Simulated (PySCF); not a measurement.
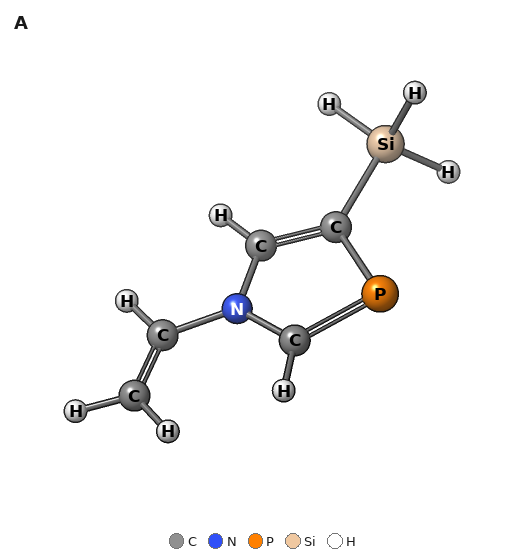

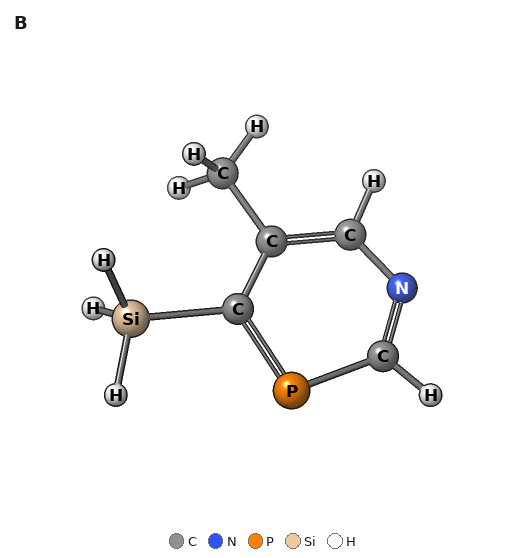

2 stationary structures of one formula. Geometries: GFN2-xTB. Electronic energies: PBE0/pcSseg-1 (PySCF 2.14.0), without zero-point energy. No frequency run is at hand to confirm each as a minimum. Each is one conformer, not always the lowest.

Rank them by energy, lowest first.

Answer. B is lowest; A lies 5.2 kcal/mol above it. A is `C=Cn1cpc([SiH3])c1`, B is `Cc1cncpc1[SiH3]`.

The geometry is semi-empirical. Around P, Si such bond lengths and angles can be off by a tenth of an ångström or more and by several degrees, and values that hang on the shape move with them.
